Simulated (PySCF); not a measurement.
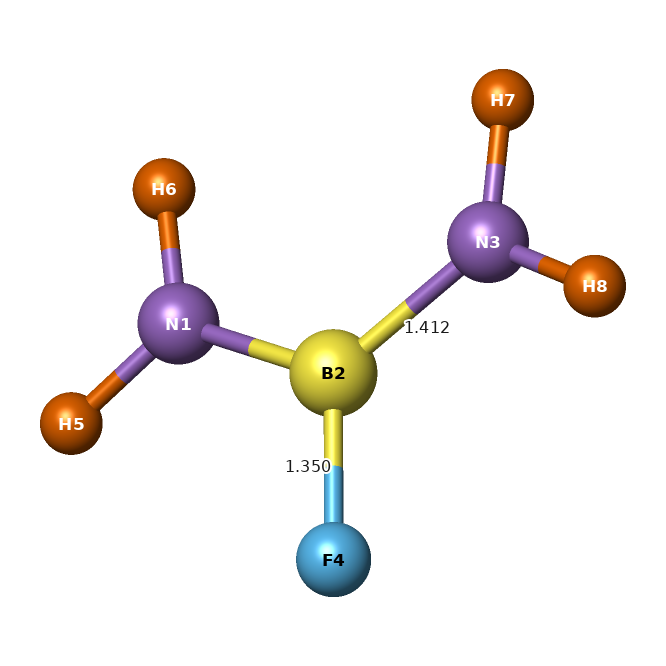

Bond lengths are marked in Å; every bond is drawn as one stick. The geometry was computed by an optimisation with PBE0-D3(BJ)/def2-SVP. No frequency run is at hand to confirm it as a minimum.

Q: Assign a bond order to each marked bond.

A: B2–N3 single; B2–F4 single.

Q: Write the SMILES.

A: NB(N)F
